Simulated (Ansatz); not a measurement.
# Moving the knobs of a GW run on Cs2AgSbBr6 (Fm-3m)

Aim: change settings of a G0W0 run on Cs2AgSbBr6 (Fm-3m) and see what moves.

Main program and level: Ansatz 0.2.0; G0W0 on r2SCAN, plane waves, PAW; PAW set soft_1.

In doubt: one-shot GW on d or f shells is unsure, so the values of those runs are not to be relied on.

## Step 1: The starting structure

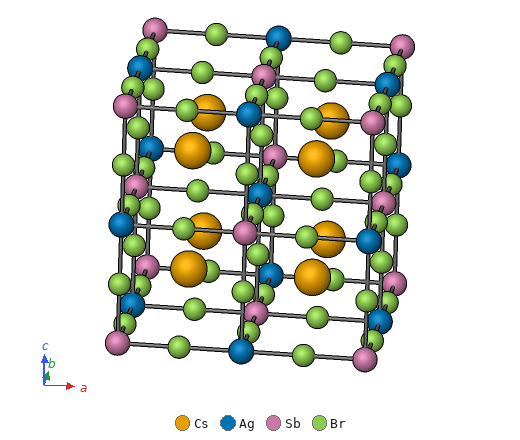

Start, viewed slightly off an axis; caesium orange, silver blue, antimony pink, bromine green. This picture shows the conventional cell, with its axes. Some periodic images of atoms are drawn too.

Structure file:

```cif
data_structure
_symmetry_space_group_name_H-M 'P 1'
_symmetry_Int_Tables_number 1
_cell_length_a 8.0458
_cell_length_b 8.0458
_cell_length_c 8.0458
_cell_angle_alpha 60.000
_cell_angle_beta 60.000
_cell_angle_gamma 60.000
_cell_volume 368.29
loop_
_atom_site_label
_atom_site_type_symbol
_atom_site_fract_x
_atom_site_fract_y
_atom_site_fract_z
_atom_site_occupancy
Cs1 Cs 0.75000 0.75000 0.75000 1
Cs2 Cs 0.25000 0.25000 0.25000 1
Ag3 Ag 0.50000 0.50000 0.50000 1
Sb4 Sb 0.00000 0.00000 0.00000 1
Br5 Br 0.75155 0.24845 0.24845 1
Br6 Br 0.24845 0.24845 0.75155 1
Br7 Br 0.24845 0.75155 0.75155 1
Br8 Br 0.24845 0.75155 0.24845 1
Br9 Br 0.75155 0.24845 0.75155 1
Br10 Br 0.75155 0.75155 0.24845 1
```

The cell and positions are those that the Materials Project relaxed with its own functionals (PBE, PBE+U or r2SCAN), kept fixed. Spin-orbit coupling is left out unless a step names it.

## Step 2: The base run: 2×2×2 mesh, 1099 empty bands, screening to 120 eV, PAW set soft_1 files

G0W0 replaces the xc potential by the self-energy, built once from these orbitals. Only a window of levels is corrected, while the sums run over the empty bands that the input names. This step takes PAW set soft_1 files.

input.yaml reads:

```yaml
crystal:
  lattice:
    - [0.0, 5.689253, 5.689253]
    - [5.689253, 0.0, 5.689253]
    - [5.689253, 5.689253, 0.0]
  atoms:
    - { symbol: Cs, position: [0.75, 0.75, 0.75] }
    - { symbol: Cs, position: [0.25, 0.25, 0.25] }
    - { symbol: Ag, position: [0.5, 0.5, 0.5] }
    - { symbol: Sb, position: [0.0, 0.0, 0.0] }
    - { symbol: Br, position: [0.751554, 0.248446, 0.248446] }
    - { symbol: Br, position: [0.248446, 0.248446, 0.751554] }
    - { symbol: Br, position: [0.248446, 0.751554, 0.751554] }
    - { symbol: Br, position: [0.248446, 0.751554, 0.248446] }
    - { symbol: Br, position: [0.751554, 0.248446, 0.751554] }
    - { symbol: Br, position: [0.751554, 0.751554, 0.248446] }
kpoints:
  mp_grid: { grid: [2, 2, 2] }
hamiltonian:
  xc: r2scan
  pseudopotentials: { kind: paw, azcp: { folder: soft_1 } }
scf:
  occupations: { method: fixed }
gw:
  n_empty_bands: 1099
  ecut_chi: 120.0
  qp_bands: [v3, c3]
  qp_kpoints: band_edges
  screening: { model: contour_deformation }
```

Command:

```sh
$ ansatz run input.yaml --threads 3 --pin off --max-ram 92160MiB --backend cuda --events-out ev --progress --plain --runs-dir out --devices 1 --max-vram 13GiB
```

Numbers of over 12 decimals in the logs are rounded to 6 here.

Output:

```text
GPUs: using 1 of 1 available (devices: 1).
Engine: ansatz 0.2.0, x86_64-unknown-linux-gnu
Pseudopotentials: kind: paw
Pseudopotential: Cs, paw, valence charge 9, recommended cutoff 500 eV (meta_gga), soft_1/Cs.paw.azcp
Pseudopotential: Ag, paw, valence charge 19, recommended cutoff 500 eV (meta_gga), soft_1/Ag.paw.azcp
Pseudopotential: Sb, paw, valence charge 15, recommended cutoff 500 eV (meta_gga), soft_1/Sb.paw.azcp
Pseudopotential: Br, paw, valence charge 7, recommended cutoff 500 eV (meta_gga), soft_1/Br.paw.azcp
Functional definition: r2SCAN
  parameter k0 = 0.174
  parameter k1 = 0.065
  parameter a1 = 4.9479
  exchange = r2scan_x(k0 = k0, k1 = k1, a1 = a1)
  correlation = r2scan_c
device memory: the entry about to start is reckoned to put 4.1 GiB on a device that reports 16.7 GiB free (of which the cap on the GPU budget leaves the run 13.0 GiB)
GPU FFT provider: cuFFT
GPU libraries: cuBLAS 13.8.2, cuFFT 12.4.0, cuSOLVER 12.3.4
Crystal: 10 atoms, lattice volume = 368.295 Å³
Basis set: ecut = 500 eV, 9377 PW (Γ), exchange–correlation on 240×240×240 points (64 copies of the dense FFT grid, shifted against one another)
Bands: 57, of which v1, the nominal top of the filled ones, is band 47 counted from 1 (46 counted from 0)
Symmetry: 48 space group operations
Space group: Fm-3m (ITA 225), of the structure as read, at distance tolerance 7.2e-5 Å
k-points: 3 of 8
Non-local potential: Cs, projectors of the file, l = 0: 3, l = 1: 2, l = 2: 2, l = 3: 2
Non-local potential: Ag, projectors of the file, l = 0: 3, l = 1: 2, l = 2: 2, l = 3: 1
Non-local potential: Sb, projectors of the file, l = 0: 2, l = 1: 2, l = 2: 2, l = 3: 1
Non-local potential: Br, projectors of the file, l = 0: 2, l = 1: 2, l = 2: 2
PAW form: soft (Blöchl's): semilocal exchange-correlation on the pseudo side does not see the compensation charge
PAW frozen core: Cs, regenerated for the run's functional (the file was generated under x = pbe(κ = 0.804, μ = 0.219515), c = pbe(β = 0.066725))
PAW frozen core: Ag, regenerated for the run's functional (the file was generated under x = pbe(κ = 0.804, μ = 0.219515), c = pbe(β = 0.066725))
PAW frozen core: Sb, regenerated for the run's functional (the file was generated under x = pbe(κ = 0.804, μ = 0.219515), c = pbe(β = 0.066725))
PAW frozen core: Br, regenerated for the run's functional (the file was generated under x = pbe(κ = 0.804, μ = 0.219515), c = pbe(β = 0.066725))
PAW one-centre angular grid: Cs, 302 points (default); XC on 160 Gauss nodes
PAW one-centre angular grid: Ag, 590 points (default); XC on 160 Gauss nodes
PAW one-centre angular grid: Sb, 590 points (default); XC on 160 Gauss nodes
PAW one-centre angular grid: Br, 302 points (default); XC on 160 Gauss nodes
[...]
device memory: the entry about to start is reckoned to put 0.9 GiB on a device that reports 16.4 GiB free (of which the cap on the GPU budget leaves the run 13.0 GiB)
NSCF: frozen V_eff on 1 k-points
SCF converged after 9 iterations
Free energy (F): -42244.792052 eV
Harris-Foulkes:  -42244.792052 eV  (|F-HF|=6.76e-9)
Internal energy: -42244.792052 eV  (E = F + TS)
E sigma→0 (E₀):  -42244.792052 eV
Fermi energy:    3.751566 eV
--- Per-component energies (eV) ---
  E_band       = -971.752152
  E_kinetic    = 1706.992225
  E_local      = -8314.326783  (includes V_loc(G=0)·N_el)
  E_nonlocal   = 773.865939
  E_hartree    = 3523.415839
  E_xc         = -1681.761941
  E_vxc        = -1335.991609  (∫ρ·V_xc dr)
  E_paw        = -32732.836406  (= ΣΔE_a)
  E_vpaw       = -920.041501  (= ΣTr[D̂ρ^β])
  E_aug_tail   = 0.000177  (compensation charges beyond the density's cutoff)
  E_vtau       = 70.922907  (kinetic-family band-sum trace: ∫τ·v_τ [+ j·A + Jᵃ·Aᵃ] dr)
  E_ewald      = -5519.288455
  E_core_change = -0.852649  (= ΣΔE_core)
  E_smearing   = -0.000000  (= −TS)
  E_closure    = -0.000000  (closes the sum)
  Σ components = -42244.792052   (vs F -42244.792052, Δ=0.00e0)
--- Band table (eV) ---
  k-point 0: bands = [... 43 lower, 2.3175, 2.3175, 2.6874, 2.6874, 5.9743, 5.9743, 5.9743, 7.7717, ... 6 higher]
  k-point 1: bands = [... 43 lower, 2.0397, 2.2313, 2.2313, 2.5980, 4.9361, 7.1507, 7.1507, 9.0799, ... 6 higher]
  k-point 2: bands = [... 43 lower, 1.9847, 2.3033, 2.6828, 3.7516, 6.3677, 6.3677, 6.6618, 8.1329, ... 6 higher]
--- G₀W₀: contour deformation, 7 samples at zero and on the imaginary axis and 1 off it, 8 q-points, 1099 empty bands' worth ---
  eigenvalues of the whole cell's RPA ε∞ on this k-mesh (on a slab, of 1 + 4πα/V) = 5.2672, 5.2672, 5.2672; static W/v taken at q = 0 is 0.189854
  bands read: the sum over 1146 bands ends inside a degenerate multiplet in 1 slot, whose members it reads at an even weight; the widest, k=1: bands 1146 to 1147 (counted from 1) at 1/2 each
  gw.qp_kpoints: band_edges: 3 of 3 stored k-points solved, in 1 pass; an edge of the gap read off the rows below is read off those points alone
    ik  band        ε_KS         Σx   Σc(E_QP)       V_xc       Z   E_QP_lin       E_QP  E_QP is
     0    45      2.3175   -19.8345     2.6121   -16.4068  0.7453     1.4822     1.5020  root
     0    46      2.6874   -26.6847     3.1865   -22.9796  0.7389     2.1614     2.1687  root
     0    47      2.6874   -26.6847     3.1865   -22.9796  0.7389     2.1614     2.1687  root
     0    48      5.9743    -9.4911    -3.5013   -13.3210  0.7726     6.3052     6.3029  root
     0    49      5.9743    -9.4911    -3.5013   -13.3210  0.7726     6.3052     6.3029  root
     0    50      5.9743    -9.4911    -3.5013   -13.3210  0.7726     6.3052     6.3029  root
     1    45      2.2313   -22.7380     2.9780   -19.0721  0.7359     1.5230     1.5434  root
     1    46      2.2313   -22.7380     2.9780   -19.0721  0.7359     1.5230     1.5434  root
[...]
2    47      3.7516   -23.0740     1.8616   -20.7456  0.7587     3.2803     3.2847  root
     2    48      6.3677   -10.1684    -3.5963   -14.1342  0.7644     6.7404     6.7372  root
     2    49      6.3677   -10.1684    -3.5963   -14.1342  0.7644     6.7404     6.7372  root
     2    50      6.6618   -10.5424    -3.6896   -14.6329  0.7579     7.0669     7.0627  root
```

Run time: 26 s. Hardware: 1 × NVIDIA H100 80GB HBM3 (shared by 6 runs) with 3 threads of AMD EPYC 7R13 (Zen 3), shared host; peak memory 3.2 GiB.

The column dr2 measures how far the density is from self-consistency, as an energy; F and HF (Harris–Foulkes) agree once it is small.

This step gave:

```
bands summed                                 : 1146
RPA ε∞ on this mesh (eigenvalues)            : 5.267, 5.267, 5.267
plane waves in the screening matrix          : 1067
q-points in the mesh                         : 8
G0W0 gap on the mesh                         : 1.944 eV
k of the valence top                         : 0, -0.5, -0.5
k of the conduction bottom                   : 0, 0, -0.5
starting gap on the mesh                     : 1.184 eV
Z at the valence top                         : 0.7587
Z at the conduction bottom                   : 0.7792
least direct G0W0 gap on the computed points : 3.205 eV
```

The gap on the mesh goes from 1.18 eV to 1.94 eV, a correction of +0.76 eV. Between the two edge states, bare exchange in place of the xc potential would open the gap by 6.14 eV, and correlation takes back 5.38 eV.

## Step 3: Variant: wavefunction cutoff

Edit input.yaml of step 2 so:

```diff
@@ -24,4 +24,4 @@
 gw:
-  n_empty_bands: 1099
-  ecut_chi: 120.0
+  n_empty_bands: 836
+  ecut_chi: 100
   qp_bands: [v3, c3]
@@ -29 +29,3 @@
   screening: { model: contour_deformation }
+basis:
+  ecutwfc: 300
```

Output:

```text
Warning: basis.ecutwfc = 300 eV is below the records' recommended 500 eV, and the density's cutoff is lower with it unless basis.ecutrho_ratio is high enough to keep the records' density cutoff: compare with a run at a higher cutoff
GPUs: using 1 of 1 available (devices: 1).
[...]
GPU FFT provider: cuFFT
GPU libraries: cuBLAS 13.8.2, cuFFT 12.4.0, cuSOLVER 12.3.4
Crystal: 10 atoms, lattice volume = 368.295 Å³
Basis set: ecut = 300 eV, 4285 PW (Γ), exchange–correlation on 192×192×192 points (64 copies of the dense FFT grid, shifted against one another)
Bands: 57, of which v1, the nominal top of the filled ones, is band 47 counted from 1 (46 counted from 0)
[... 1 set-up line as in the run before ...]
[...]
k-points: 3 of 8
[...]
GPU buffer pool allocated for 110592 grid points (all kernels)
GPU transforms: local potential: pruned to the plane-wave sphere, on 45×45×45; band sums: pruned to the plane-wave sphere, on 48×48×48
[...]
SCF iter   1: F=—  HF=-42246.669841 eV  |F-HF|=—  |Δ(HF+E_count)|=         —  Δρ=2.82e-2  dr2=6.04e0  dr2_τ=3.92e-2  ethr=3.10e-3  ⟨swp⟩=5.0  Hψ=545  notcnv=0  defer=21
[...]
SCF iter   9: F=-42244.519071 eV  HF=-42244.519071 eV  |F-HF|=5.30e-9  |Δ(HF+E_count)|=   4.76e-8  Δρ=1.72e-6  dr2=9.60e-9  dr2_τ=5.77e-10  ethr=1.06e-10  ⟨swp⟩=17.3  Hψ=847  notcnv=0
SCF 1 converged in 9 iterations: F = -42244.519071 eV  dr2 = 9.60e-9
[...]
NSCF: frozen V_eff on 3 k-points
[...]
G₀W₀ screening: q 1/3
[... further progress lines ...]
[...]
SCF converged after 9 iterations
Free energy (F): -42244.519071 eV
[...]
Internal energy: -42244.519071 eV  (E = F + TS)
E sigma→0 (E₀):  -42244.519071 eV
Fermi energy:    3.745723 eV
[...]
--- Band table (eV) ---
  k-point 0: bands = [... 43 lower, 2.3183, 2.3183, 2.6792, 2.6792, 5.9798, 5.9798, 5.9798, 7.7741, ... 6 higher]
  k-point 1: bands = [... 43 lower, 2.0406, 2.2278, 2.2278, 2.5974, 4.9429, 7.1549, 7.1549, 9.0807, ... 6 higher]
  k-point 2: bands = [... 43 lower, 1.9797, 2.3040, 2.6737, 3.7457, 6.3720, 6.3720, 6.6663, 8.1395, ... 6 higher]
[...]
0    45      2.3183   -19.8349     2.6905   -16.4079  0.7462     1.5660     1.5817  root
     0    46      2.6792   -26.6025     3.2621   -22.9080  0.7405     2.2419     2.2469  root
     0    47      2.6792   -26.6025     3.2621   -22.9080  0.7405     2.2419     2.2469  root
     0    48      5.9798    -9.4834    -3.4277   -13.3117  0.7733     6.3838     6.3804  root
     0    49      5.9798    -9.4834    -3.4277   -13.3117  0.7733     6.3838     6.3804  root
     0    50      5.9798    -9.4834    -3.4277   -13.3117  0.7733     6.3838     6.3804  root
     1    45      2.2278   -22.6461     3.0400   -18.9908  0.7372     1.5992     1.6125  root
     1    46      2.2278   -22.6461     3.0400   -18.9908  0.7372     1.5992     1.6125  root
[...]
2    47      3.7457   -23.0218     1.9599   -20.6995  0.7600     3.3808     3.3834  root
     2    48      6.3720   -10.1613    -3.5149   -14.1261  0.7653     6.8267     6.8219  root
     2    49      6.3720   -10.1613    -3.5149   -14.1261  0.7653     6.8267     6.8219  root
     2    50      6.6663   -10.5344    -3.6035   -14.6240  0.7589     7.1586     7.1524  root
```

The job ended after 22 s (1 × NVIDIA H100 80GB HBM3 (shared by 6 runs) with 3 threads; peak memory 2.1 GiB).

The G0W0 gap on the mesh is 1.922 eV.

Against the base:

```
              setting   base  variant
          empty bands   1099      836
screening cutoff (eV)  120.0      100
         typed cutoff      -      300
```

```
                                    quantity  variant   base
                    starting gap on the mesh    1.197  1.184
                        G0W0 gap on the mesh    1.922  1.944
least direct G0W0 gap on the computed points    3.189  3.205
                        Z at the valence top    0.760  0.759
                  Z at the conduction bottom    0.780  0.779
```

## Step 4: Results

| Property | Result |
| --- | --- |
| base | 1.94 eV, 26 s |
| wavefunction cutoff | 1.92 eV, 22 s |

**Reading.** Wavefunction cutoff: the gap moves by −0.02 eV (the plane-wave cutoff goes from 500 to 300 eV). The variant differs from the base in empty bands, screening cutoff and typed cutoff together, so the change can't be laid to one of them. All runs here use a coarse mesh and modest cutoffs; they test settings and are not final values. The 2×2×2 mesh is coarse for this cell (its supercell is 16 Å along the shortest edge). The RPA ε∞ on it, from the r2SCAN start, is 5.27; such meshes misread the long-range screening, most where the gap is narrow. A d shell, filled or nearly so, lies near the gap. One-shot GW converges very slowly in bands there, not always from below, and on a semilocal start the gap tends to come out low; starts rich in exact exchange can overshoot instead. The many-body steps are scalar-relativistic: spin-orbit coupling is not in them.

[Paths, hosts, dates, memory and timing lines, banners, echoed tables and standing remarks are left out of the program output.]

[Logs are printed without paths, hosts, clocks, repeated set-up lines and the standing remarks that a program may print on its own settings, such as how far it seeks lower states.]

[Runs of the session that timed out or met a known fault of the program may be left out.]

[Cells called generated may have been cut or substituted from an entry of the Crystallography Open Database or the Materials Project.]

[Hosts, paths, dates, database ids (printed as entryN), source tags and the programs' standing remarks are cut or masked in the printed files.]
